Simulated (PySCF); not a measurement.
Consider C₄H₄FN (SMILES N#CC1(F)CC1).

Input file:

```
{"job": {"kind": "nmr", "xc": "PBE0", "basis": "pcSseg-1"}, "charge": 0, "multiplicity": 1}
N      2.721483    -0.470819    -0.468462
C      1.662623    -0.389884    -0.043860
C      0.331271    -0.272278     0.455621
F      0.180202    -0.764760     1.724219
C     -0.509190     0.920967     0.083729
C     -0.840594    -0.425725    -0.477909
H     -0.066913     1.664534    -0.561430
H     -1.140836     1.318823     0.863306
H     -0.631362    -0.628670    -1.517078
H     -1.697802    -0.947534    -0.080662
```

Command:

```sh
OMP_NUM_THREADS=1 python probes_run.py task.json out
```

Geometry: GFN2-xTB.

All numbers below come from PySCF 2.14.0, PBE0/pcSseg-1, SCF density, gas phase, non-relativistic.

### What can the converged electron density and electron localisation function tell about the bonding?

C–N (1.14 Å): ρ at the midpoint is about 3.6 e/Å³; the ELF peaks at about 0.85 between the atoms: a short, multiple covalent bond.
C–C (1.43 Å): the density is about 1.9 e/Å³ at the midpoint; the ELF peaks at about 0.95 between the atoms: a covalent bond.
C–H (1.08 Å): the density is about 2 e/Å³ at the midpoint; the ELF climbs to about 1 towards the hydrogen, as it does in any bond to H (an ordinary covalent bond to hydrogen).
C–C (1.51 Å): ρ is about 1.6 e/Å³ halfway; the ELF peaks at about 0.90 between the atoms; localised, covalent bonding.

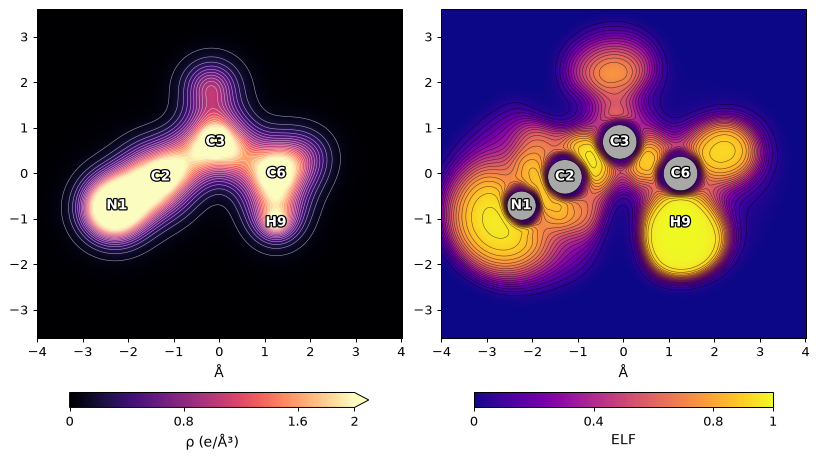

Computed electron density and electron localisation function on the plane of atoms C2, C3 and C6, in this order. Grey discs cover the atomic cores in the ELF map. 
